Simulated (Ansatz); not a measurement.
CH₄N: several calculations on one system

### Relaxation

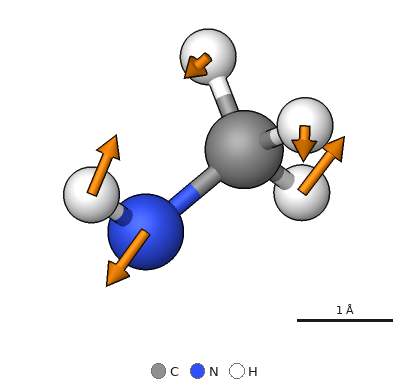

A relaxation of CH4N (multiplicity 2). The starting structure is drawn; orange arrows show the displacements, magnified 20 times. The two geometries are superimposed by the best rigid fit.

A ball-and-stick model, seen from a free direction.

The run prepares an end point of a later path (torsion) calculation, from a guessed geometry.

These are results of Ansatz, UKS BHLYP-D4/def2-SVP, not measurements.

The input:
```yaml
crystal:
  periodic: [false, false, false]
  atoms:
    - { symbol: C, position_ang: [-0.06649, -0.27143, -0.23689] }
    - { symbol: "N", position_ang: [-0.27609, 0.41603, 0.95763] }
    - { symbol: H, position_ang: [-0.25782, 0.36615, -1.11783] }
    - { symbol: H, position_ang: [-0.72309, -1.14201, -0.27324] }
    - { symbol: H, position_ang: [0.9823, -0.59295, -0.35893] }
    - { symbol: H, position_ang: [0.34119, 1.22421, 1.02926] }
magnetization:
  spin_polarized: true
  initial_magnetization: 1
basis:
  gaussian: { orbitals: def2-SVP }
hamiltonian:
  xc: { name: BHLYP }
  dispersion: d4
relax:
  f_tol: 0.015
  max_steps: 40
```

Launched with:
```bash
ansatz run input.yaml --threads 1 --pin off --max-ram 2048MiB --backend cpu --events-out ev --progress --plain --runs-dir out
```

Q: What did the optimiser do to the structure, and how much energy did it gain?

A: Over 3 geometry steps the energy falls by 3.40 kJ/mol. The largest force component goes from 1.3 to 0.0083 eV/Å. The largest move after the best rigid fit is that of H4, 0.038 Å. By element the largest moves are H 0.038 Å, N 0.037 Å, C 0.002 Å. Among the contacts that change: C1–N2 1.394 → 1.428 Å. Bond angles that change, for instance: C1–N2–H6 111.1° → 106.9°. Cost: 5.2 s on 1 thread of Intel(R) Xeon(R) 6975P-C (Granite Rapids), on a shared host, peak memory 0.14 GiB.

### Relaxation

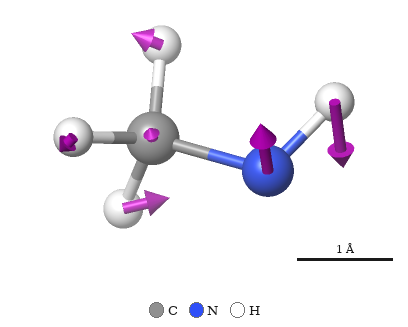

A relaxation of CH4N (multiplicity 2). The starting structure is drawn; purple arrows show the displacements, 2 times their true length. The two geometries are superimposed by the best rigid fit.

Style: ball-and-stick. Shown at a tilt.

The run prepares an end point of a later path (torsion) calculation, from a guessed geometry.

Computed with UKS BHLYP-D4/def2-SVP in Ansatz. Settings: collinear spin; force threshold 0.015 eV/Å; at most 40 steps.

### What happened in the run?

After 11 accepted moves (13 points after the start) the energy has fallen by 13.3 kJ/mol. The largest force component goes from 1.3 to 0.0087 eV/Å. The line search rejected the trial steps at points 5, 7 of the run. The largest move after the best rigid fit is that of an H atom, 0.43 Å. Largest moves by element: H 0.43 Å, N 0.34 Å, C 0.08 Å. Some distances before and after: C–N 1.394 → 1.428 Å, C–H 1.104 → 1.093 Å, C–H 1.091 → 1.101 Å. Bond angles that change, for instance: C–N–H 111.1° → 106.9°, H–C–H 104.2° → 108.1°, H–C–H 109.3° → 105.9°. Groups turn about C–N by about 60°.

### Path

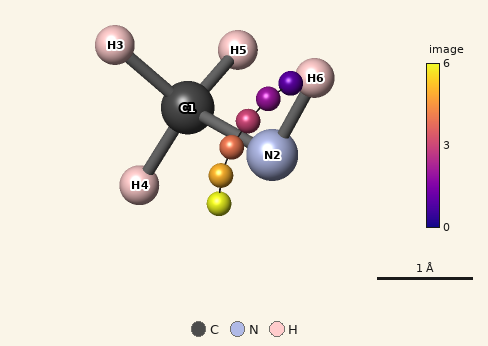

A search for the minimum-energy path of CH4N (multiplicity 2) by the nudged elastic band. Images are numbered from 0 (start) to 6 (end). The start is drawn whole; smaller spheres mark the moving atoms (H) in the later images, joined by lines and coloured by the number of the image. The picture is a ball-and-stick view, seen from a free direction.

Computed with Ansatz, UKS BHLYP-D4/def2-SVP. Run with 5 movable images; climbing image; force threshold 0.03 eV/Å; iteration limit 60; starting path through a guess of the saddle point.

**Describe the path and its energy.**

The motion is a rotation about the C1–N2 bond by about 120°. No bond forms or breaks between the ends. Bond angles that change up to the highest image, for instance: N2–C1–H3 111.5° → 116.5°, H4–C1–H5 108.2° → 105.0°. The barrier is about 0.045 eV in both directions, with image 3 at the top; the ends have the same energy. The band converged in 5 iterations. The largest component of the band force went from 11 to 0.012 eV/Å. The climbing image converged on the top of the path. Its vibrational analysis gives one imaginary mode (288i cm⁻¹), as a transition state must have.

The run took 25 s on 1 thread of Intel(R) Xeon(R) 6975P-C (Granite Rapids), with other jobs on the host, peak memory 0.14 GiB.
